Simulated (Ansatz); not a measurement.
# Alloy of GaAs and GaP (4 of 32 As sites exchanged), 64 atoms, part 1 of 2

Aim: relax the alloy cell and compare the gap by PBEsol and r²SCAN.

Program: Ansatz 0.2.0, PAW, plane waves. These are calculated values, not measurements.

### Step 1. Starting point

64 atoms (32 Ga, 28 As, 4 P); a = 11.267 Å, b = 11.267 Å, c = 11.267 Å, α = 90.00°, β = 90.00°, γ = 90.00°. All atoms were shaken off their sites by about 0.02 Å along each axis.

Steps to follow: (2) PBEsol cell relaxation at the single k point (¼, ¼, ¼), on 1 × NVIDIA H100 80GB HBM3 with 4 threads of AMD EPYC 7R13; (3) r²SCAN single point at the single k point (¼, ¼, ¼), on 1 × NVIDIA H100 80GB HBM3 with 4 threads of AMD EPYC 7R13.

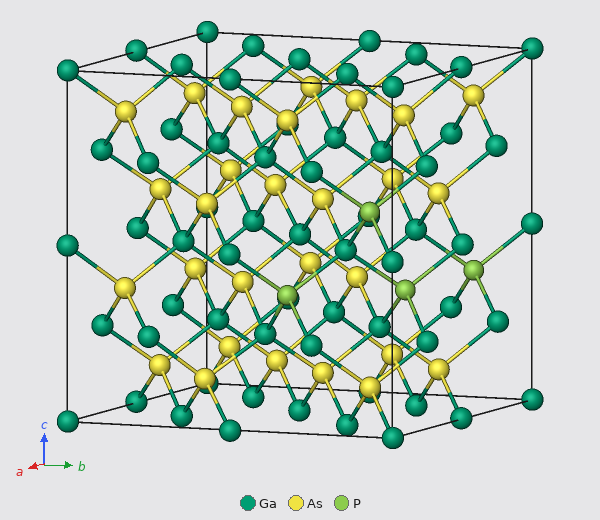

Start, viewed slightly off an axis; gallium teal, arsenic yellow, phosphorus green. Atoms on faces are repeated.

### Step 2. Relaxing cell and atoms with PBEsol

File in.yaml:

```yaml
crystal:
  lattice:
    - [11.266837, 0.000000, 0.000000]
    - [0.000000, 11.266837, 0.000000]
    - [0.000000, 0.000000, 11.266837]
  atoms:
    - { symbol: Ga, position: [0.000106, 0.001637, 0.000731] }
    - { symbol: Ga, position: [0.998827, 0.000146, 0.501602] }
    - { symbol: Ga, position: [0.999480, 0.500790, 0.998055] }
    - { symbol: Ga, position: [0.000636, 0.498669, 0.499765] }
    - { symbol: Ga, position: [0.500764, 0.997960, 0.002226] }
    - { symbol: Ga, position: [0.498503, 0.000955, 0.496807] }
    - { symbol: Ga, position: [0.500325, 0.499368, 0.001151] }
    - { symbol: Ga, position: [0.497493, 0.500349, 0.502214] }
    - { symbol: Ga, position: [0.249225, 0.249590, 0.999724] }
    - { symbol: Ga, position: [0.249257, 0.250164, 0.501393] }
    - { symbol: Ga, position: [0.248446, 0.751150, 0.999114] }
    - { symbol: Ga, position: [0.249467, 0.750232, 0.500190] }
    - { symbol: Ga, position: [0.749440, 0.244364, 0.000644] }
    - { symbol: Ga, position: [0.746858, 0.248469, 0.498443] }
    - { symbol: Ga, position: [0.749031, 0.753483, 0.998476] }
    - { symbol: Ga, position: [0.747856, 0.748261, 0.496308] }
    - { symbol: Ga, position: [0.246643, 0.001505, 0.249787] }
    - { symbol: Ga, position: [0.250799, 0.999062, 0.750790] }
    - { symbol: Ga, position: [0.251486, 0.499195, 0.253481] }
    - { symbol: Ga, position: [0.250566, 0.502315, 0.750440] }
    - { symbol: Ga, position: [0.750316, 0.000777, 0.247408] }
    - { symbol: Ga, position: [0.750099, 0.998775, 0.747298] }
    - { symbol: Ga, position: [0.749169, 0.501151, 0.246030] }
    - { symbol: Ga, position: [0.747586, 0.500705, 0.749128] }
    - { symbol: Ga, position: [0.999955, 0.250262, 0.253663] }
    - { symbol: Ga, position: [0.002517, 0.249459, 0.748921] }
    - { symbol: Ga, position: [0.997295, 0.749728, 0.251815] }
    - { symbol: Ga, position: [0.000359, 0.752263, 0.746962] }
    - { symbol: Ga, position: [0.500852, 0.249563, 0.248642] }
    - { symbol: Ga, position: [0.499514, 0.250282, 0.750234] }
    - { symbol: Ga, position: [0.500341, 0.746366, 0.250493] }
    - { symbol: Ga, position: [0.500222, 0.752472, 0.749412] }
    - { symbol: As, position: [0.127427, 0.124221, 0.123546] }
    - { symbol: As, position: [0.121105, 0.125343, 0.625877] }
    - { symbol: As, position: [0.124576, 0.623669, 0.124600] }
    - { symbol: As, position: [0.125687, 0.625713, 0.625043] }
    - { symbol: As, position: [0.626120, 0.123607, 0.126453] }
    - { symbol: As, position: [0.620171, 0.123278, 0.626612] }
    - { symbol: As, position: [0.623556, 0.624422, 0.127456] }
    - { symbol: As, position: [0.626811, 0.625900, 0.622588] }
    - { symbol: As, position: [0.374563, 0.376135, 0.123181] }
    - { symbol: As, position: [0.376746, 0.372470, 0.623575] }
    - { symbol: As, position: [0.374644, 0.874338, 0.121862] }
    - { symbol: As, position: [0.377463, 0.875013, 0.623537] }
    - { symbol: As, position: [0.878147, 0.370711, 0.126611] }
    - { symbol: As, position: [0.873209, 0.374789, 0.624755] }
    - { symbol: As, position: [0.872821, 0.877035, 0.124963] }
    - { symbol: As, position: [0.377738, 0.126804, 0.374013] }
    - { symbol: As, position: [0.377868, 0.124581, 0.873463] }
    - { symbol: As, position: [0.376912, 0.623746, 0.373054] }
    - { symbol: As, position: [0.374475, 0.621264, 0.875739] }
    - { symbol: As, position: [0.875252, 0.123621, 0.373066] }
    - { symbol: As, position: [0.875512, 0.126474, 0.875638] }
    - { symbol: As, position: [0.876417, 0.624065, 0.873933] }
    - { symbol: As, position: [0.127036, 0.373201, 0.374281] }
    - { symbol: As, position: [0.123717, 0.374426, 0.875514] }
    - { symbol: As, position: [0.127323, 0.875166, 0.874783] }
    - { symbol: As, position: [0.623013, 0.377729, 0.374815] }
    - { symbol: As, position: [0.626465, 0.376198, 0.873971] }
    - { symbol: As, position: [0.626080, 0.875068, 0.872897] }
    - { symbol: P, position: [0.875427, 0.876717, 0.624808] }
    - { symbol: P, position: [0.873678, 0.622850, 0.375617] }
    - { symbol: P, position: [0.126164, 0.875322, 0.377108] }
    - { symbol: P, position: [0.621666, 0.877531, 0.375167] }
  symmetry: { detect: false }
kpoints:
  mp_grid: { grid: [1, 1, 1], shift: [0.25, 0.25, 0.25] }
hamiltonian:
  xc: pbesol
scf:
  occupations: { method: fermi_dirac, width: 0.01 }
relax:
  f_tol: 0.03
  max_steps: 80
  escape_saddle: false
  adjacent_minimum: "off"
  cell: { fix: [shape] }
output:
  forces: true
  eigenvalues: true
  populations: true
```

Command:

```sh
> ansatz run in.yaml --threads 4 --pin off --max-ram 42750MiB --runs-dir r --events-out ev --progress --plain --backend cuda --devices 0, --max-vram 37GiB
```

Standard output:

```text
Pseudopotentials: kind: paw
Functional definition: PBEsol
  exchange = pbesol_x
  correlation = pbesol_c
Crystal: 64 atoms, lattice volume = 1430.230 Å³
Basis set: ecut = 420 eV, 28017 PW (Γ), exchange–correlation on 160×160×160 points (8 copies of the dense FFT grid, shifted against one another)
Bands: 514, of which v1, the nominal top of the filled ones, is band 428 counted from 1 (427 counted from 0)
Symmetry: 1 space group operations
k-points: 1
Non-local potential: Ga, projectors of the file, l = 0: 2, l = 1: 2, l = 2: 3, l = 3: 1
Non-local potential: As, projectors of the file, l = 0: 2, l = 1: 2, l = 2: 3, l = 3: 1
Non-local potential: P, projectors of the file, l = 0: 2, l = 1: 2, l = 2: 2
PAW form: soft (Blöchl's): semilocal exchange-correlation on the pseudo side does not see the compensation charge
PAW frozen core: Ga, regenerated for the run's functional, and the local potential with it (the file was generated under x = pbe(κ = 0.804, μ = 0.2195149727645171), c = pbe(β = 0.06672455060314922))
PAW frozen core: As, regenerated for the run's functional, and the local potential with it (the file was generated under x = pbe(κ = 0.804, μ = 0.2195149727645171), c = pbe(β = 0.06672455060314922))
PAW frozen core: P, regenerated for the run's functional, and the local potential with it (the file was generated under x = pbe(κ = 0.804, μ = 0.2195149727645171), c = pbe(β = 0.06672455060314922))
PAW one-centre angular grid: Ga, 590 points (default); XC on 64 Gauss nodes
PAW one-centre angular grid: As, 590 points (default); XC on 64 Gauss nodes
PAW one-centre angular grid: P, 110 points (default); XC on 64 Gauss nodes
Initial density: superposition of atomic densities (neutral atoms: chi_scale 0, normalization atom), corrected by the library's trained network
Initial wavefunctions: pseudopotential atomic-orbital guess
Functional: x = pbesol(κ = 0.804, μ = 0.12345679012345678), c = pbesol(β = 0.046)
SCF iter   1: F=—  HF=-257527.477389 eV  |F-HF|=—  |Δ(HF+E_count)|=         —  Δρ=4.25e-3  dr2=3.46e-1  ethr=1.77e-3  ⟨swp⟩=6.0  Hψ=1881  notcnv=0  defer=10
preconditioner: auto → Resta (q_TF=auto, 2.505 Å⁻¹)  ε∞=3.7  [insulator: Δε(μ)=1.299 eV  Ē_g=14.281 eV  σ=0.010 eV  W_gap=1.00  n_scr=388 (ndim 8)  ℏωp=23.6 eV  f_vac=0.078  D(μ)=0.00/eV (n_scr^D=0)  ε∞_Penn≈3.7]
SCF iter   2: F=—  HF=-257527.348976 eV  |F-HF|=—  |Δ(HF+E_count)|=   1.28e-1  Δρ=2.15e-3  dr2=8.57e-2  ethr=4.04e-5  ⟨swp⟩=3.0  Hψ=669  notcnv=0  defer=81
SCF iter   3: F=—  HF=-257527.338752 eV  |F-HF|=—  |Δ(HF+E_count)|=   1.02e-2  Δρ=6.07e-4  dr2=8.34e-3  ethr=1.00e-5  ⟨swp⟩=2.0  Hψ=565  notcnv=0  defer=81
SCF iter   4: F=—  HF=-257527.341397 eV  |F-HF|=—  |Δ(HF+E_count)|=   2.64e-3  Δρ=2.15e-4  dr2=1.09e-3  ethr=9.74e-7  ⟨swp⟩=2.0  Hψ=866  notcnv=0  defer=81
SCF iter   5: F=—  HF=-257527.338349 eV  |F-HF|=—  |Δ(HF+E_count)|=   3.05e-3  Δρ=1.28e-4  dr2=1.95e-4  ethr=1.27e-7  ⟨swp⟩=2.0  Hψ=848  notcnv=0  defer=81
SCF iter   6: F=—  HF=-257527.338431 eV  |F-HF|=—  |Δ(HF+E_count)|=   8.15e-5  Δρ=3.50e-5  dr2=1.51e-5  ethr=2.27e-8  ⟨swp⟩=2.0  Hψ=721  notcnv=0  defer=81
SCF iter   7: F=—  HF=-257527.340620 eV  |F-HF|=—  |Δ(HF+E_count)|=   2.19e-3  Δρ=1.11e-5  dr2=1.67e-6  ethr=1.77e-9  ⟨swp⟩=2.0  Hψ=861  notcnv=0  defer=81
SCF iter   8: F=—  HF=-257527.340621 eV  |F-HF|=—  |Δ(HF+E_count)|=   1.22e-6  Δρ=3.00e-6  dr2=2.14e-7  ethr=1.95e-10  ⟨swp⟩=3.0  Hψ=907  notcnv=0  defer=81
SCF iter   9: F=-257527.340621 eV  HF=-257527.340621 eV  |F-HF|=3.23e-9  |Δ(HF+E_count)|=   1.74e-7  Δρ=1.21e-6  dr2=2.35e-8  ethr=1.17e-11  ⟨swp⟩=12.0  Hψ=2963  notcnv=0
SCF 1 converged in 9 iterations: F = -257527.340621 eV  dr2 = 2.35e-8
relax step   1: F+E_penalty+E_count = -257527.34062126 eV  Δ(F+E_penalty+E_count) = +0.000e0 eV  max|allowed force component| = 9.066e-1 eV/Å  Δτ_max = 0.0000 Å  P = +0.042 GPa  Ω = 1430.230 Å³  fix = [alpha, beta, gamma, b/a, c/a]  reactions: b/a -0.011, c/a +0.015 GPa; alpha +1.023, beta +0.708, gamma +0.747 GPa/rad  (9 SCF iters, dr2 threshold 1.00e-7 eV, accepted)
[... 13 lines left out ...]
relax step   2: F+E_penalty+E_count = -257527.97036604 eV  Δ(F+E_penalty+E_count) = -6.297e-1 eV  max|allowed force component| = 1.607e-1 eV/Å  Δτ_max = 0.0939 Å  P = +0.018 GPa  Ω = 1427.833 Å³  energy of the carried Pulay correction = +4.706e-4 eV  fix = [alpha, beta, gamma, b/a, c/a]  reactions: b/a -0.003, c/a +0.002 GPa; alpha +0.841, beta +0.774, gamma +0.788 GPa/rad  (7 SCF iters, dr2 thres [...]
[... 10 lines left out ...]
relax step   3: F+E_penalty+E_count = -257528.00497461 eV  Δ(F+E_penalty+E_count) = -3.461e-2 eV  max|allowed force component| = 1.981e-2 eV/Å  Δτ_max = 0.0413 Å  P = +0.008 GPa  Ω = 1427.964 Å³  energy of the carried Pulay correction = +4.448e-4 eV  fix = [alpha, beta, gamma, b/a, c/a]  reactions: b/a +0.001, c/a +0.001 GPa; alpha +0.783, beta +0.789, gamma +0.789 GPa/rad  (6 SCF iters, dr2 thres [...]
[... 9 lines left out ...]
relax step   4: F+E_penalty+E_count = -257528.00471614 eV  Δ(F+E_penalty+E_count) = +2.585e-4 eV  max|allowed force component| = 1.980e-2 eV/Å  Δτ_max = 0.0000 Å  P = +0.008 GPa  Ω = 1427.964 Å³  fix = [alpha, beta, gamma, b/a, c/a]  reactions: b/a +0.001, c/a +0.001 GPa; alpha +0.783, beta +0.789, gamma +0.789 GPa/rad  stress off target by 8.40e-3 GPa on what of the cell is left free  SCF on the [...]
SCF converged after 5 iterations
Free energy (F): -257528.004716 eV
Harris-Foulkes:  -257528.004716 eV  (|F-HF|=2.62e-10)
Internal energy: -257528.004716 eV  (E = F + TS)
E sigma→0 (E₀):  -257528.004716 eV
Fermi energy:    8.368465 eV
--- Per-component energies (eV) ---
  E_band       = -9118.427797
  E_kinetic    = 6886.935335
  E_local      = -120841.367621  (includes V_loc(G=0)·N_el)
  E_nonlocal   = -4943.812083
  E_hartree    = 60418.074241
  E_xc         = -4641.070040
  E_vxc        = -4323.665674  (∫ρ·V_xc dr)
  E_paw        = -114811.886883  (= ΣΔE_a)
  E_vpaw       = -6732.661361  (= ΣTr[D̂ρ^β])
  E_aug_tail   = -0.002746  (compensation charges beyond the density's cutoff)
  E_ewald      = -79649.734597
  E_core_change = 54.859678  (= ΣΔE_core)
  E_smearing   = -0.000000  (= −TS)
  E_closure    = -0.000000  (closes the sum)
  Σ components = -257528.004716   (vs F -257528.004716, Δ=0.00e0)
--- Forces (eV/Å), atoms counted from 1 ---
  atom   1  Ga    -0.00264300     0.00371924     0.00100372
  atom   2  Ga     0.00676647    -0.00668803    -0.00640225
  atom   3  Ga    -0.00013608    -0.00268805    -0.00019377
  atom   4  Ga    -0.00222770     0.00811797     0.00062691
  atom   5  Ga     0.00110678    -0.00165163     0.00132169
  atom   6  Ga    -0.00391147    -0.00010865     0.00322373
  atom   7  Ga    -0.00619694    -0.00020734    -0.00061188
  atom   8  Ga    -0.00204952     0.00133277     0.00692922
  atom   9  Ga     0.00166108     0.00516237    -0.00134099
  atom  10  Ga    -0.00095413    -0.00513285     0.00113592
  atom  11  Ga     0.00026690    -0.00203349     0.00301466
  atom  12  Ga    -0.00519173     0.00636161    -0.00264795
  atom  13  Ga     0.00205306     0.00363430    -0.00167560
  atom  14  Ga    -0.00095406     0.00730473     0.00197868
  atom  15  Ga    -0.00397972     0.00604777    -0.00687092
  atom  16  Ga     0.00676849     0.01204324     0.01113540
  atom  17  Ga     0.00161044     0.00105117     0.00287750
  atom  18  Ga     0.00375398     0.00032559    -0.00147498
  atom  19  Ga    -0.00425879    -0.00193396    -0.00002892
  atom  20  Ga     0.00171079    -0.00193870     0.00304728
  atom  21  Ga    -0.00547350    -0.01079175     0.01415152
  atom  22  Ga    -0.00304906     0.00592162     0.00345428
  atom  23  Ga     0.00009327     0.01050062     0.00649991
  atom  24  Ga     0.00377611     0.00184172     0.00151920
  atom  25  Ga    -0.00248030     0.00758286    -0.00043031
  atom  26  Ga     0.00101783     0.00058005    -0.00094128
  atom  27  Ga     0.00668548     0.01275584     0.00392587
  atom  28  Ga    -0.00157682    -0.00523716     0.00083402
  atom  29  Ga    -0.00059947    -0.00043837    -0.00026776
  atom  30  Ga    -0.00851250     0.00178721     0.00382637
  atom  31  Ga     0.00291778     0.01144892     0.01606592
  atom  32  Ga     0.00117971     0.00519522     0.00344720
  atom  33  As     0.00202039    -0.00807195    -0.00198448
  atom  34  As    -0.00317061     0.00914787     0.00129573
  atom  35  As     0.00451762    -0.00138373    -0.00717036
  atom  36  As     0.00095717     0.00177327     0.00337575
  atom  37  As    -0.00554377    -0.00166123     0.00144264
  atom  38  As     0.00879540    -0.00584060    -0.00206589
  atom  39  As     0.00183680    -0.01314805    -0.00074143
  atom  40  As    -0.00491412    -0.00581564    -0.00789415
  atom  41  As     0.00286741     0.00303584     0.00343131
  atom  42  As     0.00218816     0.00711894    -0.00226724
  atom  43  As    -0.00511436     0.01753149    -0.00381619
  atom  44  As     0.00632244    -0.00307887     0.01018965
  atom  45  As     0.01227255    -0.00590595     0.00025625
  atom  46  As     0.00024777    -0.00227746    -0.00353604
  atom  47  As    -0.00035003     0.00315899    -0.00538238
  atom  48  As     0.00138201     0.00692035    -0.00638692
  atom  49  As    -0.00419906    -0.00754672    -0.00654959
  atom  50  As     0.00586422    -0.00264945    -0.00412179
  atom  51  As    -0.00540972    -0.00477564    -0.00520221
  atom  52  As     0.00453872     0.00587147    -0.00506139
  atom  53  As    -0.00292660    -0.00297494    -0.00015381
  atom  54  As    -0.00074145    -0.00100643    -0.00002958
  atom  55  As    -0.00480330    -0.00090722    -0.00230035
  atom  56  As     0.00538621     0.00125158     0.00250267
  atom  57  As     0.00437659     0.00082112     0.00603761
  atom  58  As    -0.00226604    -0.01119135    -0.00096600
  atom  59  As     0.00104044    -0.00593801    -0.00304527
  atom  60  As    -0.00159034    -0.00395348    -0.00360271
  atom  61  P      0.00094562    -0.00449453    -0.00188943
  atom  62  P     -0.00242945    -0.01172586    -0.00348811
  atom  63  P     -0.00839232    -0.01873565     0.00178833
  atom  64  P     -0.00088440    -0.00741232    -0.01979608
  max |Σ_I F_I| component: 2.64e-6 eV/Å
--- Stress (GPa, compression-positive) ---
        0.006690      -0.788689      -0.788728
       -0.788689       0.009047      -0.783164
       -0.788728      -0.783164       0.009465
  P = ⅓ Tr σ = 0.0084 GPa (0.084 kbar)
--- Band table (eV) ---
  k-point 0: bands = [... 416 lower levels ..., "6.7355", "6.7464", "6.7714", "6.7830", "6.8108", "6.9141", "6.9185", "7.1965", "7.2094", "7.2495", "7.6974", "7.6978", "9.0324", "9.5023", "9.5346", "9.5397", "9.5741", "9.9143", "9.9406", "9.9595", "9.9894", "10.0013", "10.0363", "10.2144", ... 74 higher levels ...]
--- Relaxed structure (3 steps of the walk, 3 accepted, 1 SCFs on fresh bases) ---
  F+E_penalty+E_count = -257528.00471614 eV   max|allowed force component| = 1.980e-2 eV/Å   (the final SCF, on the basis selected at the relaxed cell)
  cell:  # Å, volume = 1427.9643 Å³
    - [11.260883042187405, 2.929103370320256e-111, -6.30614158822372e-143]
    - [2.929103370320256e-111, 11.260883042187405, -2.6348810270991817e-143]
    - [-6.30614158822372e-143, -2.6348810270991817e-143, 11.260883042187405]
  atoms:
    - { symbol: Ga, position: [-0.0006100038073301326, -0.000790842266407987, 0.0006292267930632606] }
    - { symbol: Ga, position: [0.9994362575080508, -0.006792882406578461, 0.4996981898542722] }
[... 62 atoms left out; the next input holds them all, rounded ...]
--- Löwdin populations: 64 sites ---
  site symbol       q [e]
     0     Ga     12.9621
     1     Ga     12.9653
[... 62 atoms left out ...]
  spilling = 0.001530 (of n_electrons = 856.000000)
```

It took 5.8 s on 1 × NVIDIA H100 80GB HBM3 with 4 threads of AMD EPYC 7R13, shared host; peak host memory 1.4 GiB.

Recorded steps of the relaxation (solves on a freshly chosen basis count as rows, and their energies jump a little):

```csv
accepted step,energy change (eV),largest force component (eV/Å),SCF cycles,pressure (GPa)
1,0.000,0.907,9,0.04
2,-0.630,0.161,7,0.02
3,-0.664,0.020,6,0.01
4,-0.664,0.020,5,0.01
```

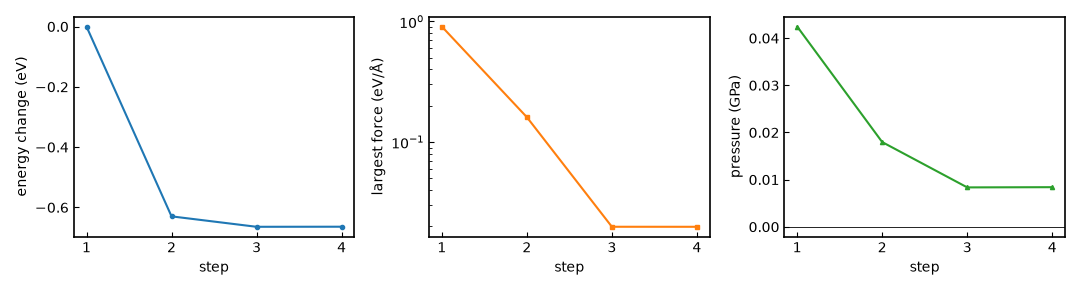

Energy, largest force component and pressure along the relaxation.

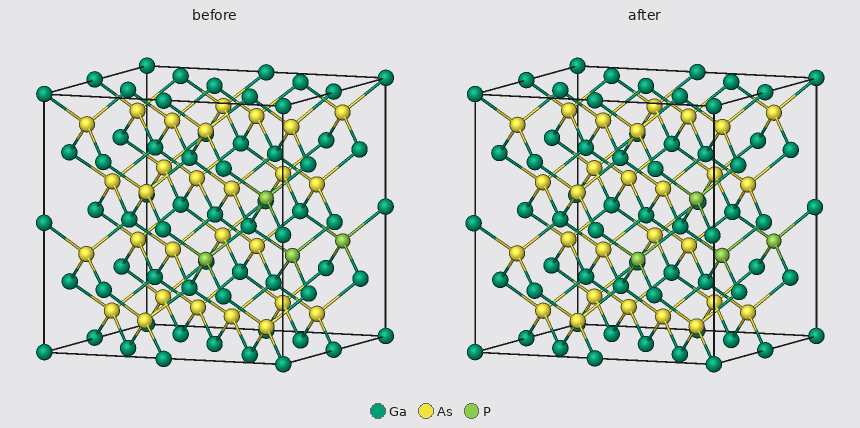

The cell before and after the relaxation.

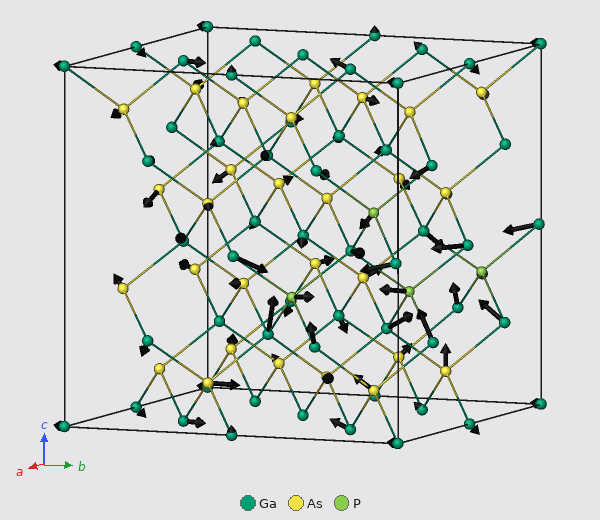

The relaxed cell; black arrows show the larger shifts of the atoms, drawn 15 times longer.

|  | before | after | change |
| --- | --- | --- | --- |
| a (Å) | 11.267 | 11.261 | -0.05 % |
| b (Å) | 11.267 | 11.261 | -0.05 % |
| c (Å) | 11.267 | 11.261 | -0.05 % |
| volume (Å³/atom) | 22.347 | 22.312 | -0.16 % |

Bonds in the relaxed cell, counted within a distance cut:

```csv
pair,count,mean (Å),spread (Å),least,most
As–Ga,112,2.446,0.005,2.437,2.460
Ga–P,16,2.381,0.005,2.373,2.390
```

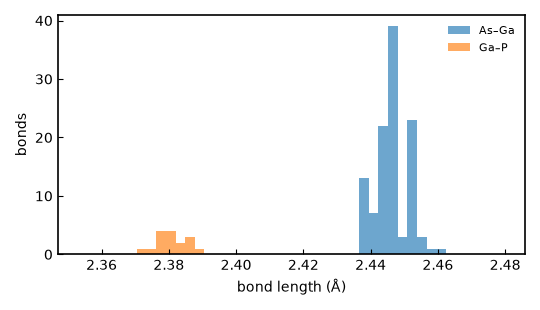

Spread of the bond lengths.

Spacing of the frontier levels at the single k point (¼, ¼, ¼): 1.33 eV (7.698 to 9.032 eV).

(Continued in part 2 of 2.)
